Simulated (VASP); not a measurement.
Band structure of CuI (zinc blende). These are optB88-vdW, VASP's PBE PAW potentials (set 64) (plane waves; VASP 6.6.1) values and carry that method's errors.

Unless said otherwise, spin-orbit coupling is left out, though it shifts the bands of the heavy elements here.

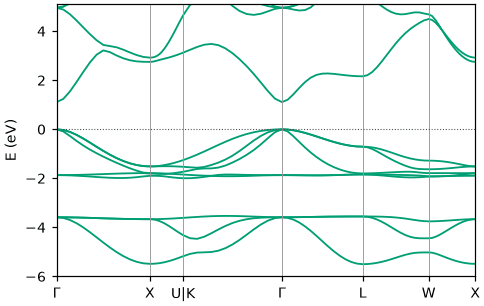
Fig. 1. Bands along high-symmetry lines, zero at the valence-band maximum or, without a gap, the Fermi level

Problem. Read the plot: is there a gap, and where are the band edges?

Solution. The gap is direct, 1.11 eV, from the valence maximum at Γ to the conduction minimum at Γ. (Edges off the drawn lines would not show.)

Measured: gap 3.12 eV (computed value off by -2.01 eV), as given by Abedi et al., (2022), arXiv:2211.14644.

The compound is CuI in the zinc blende structure. It was relaxed first.
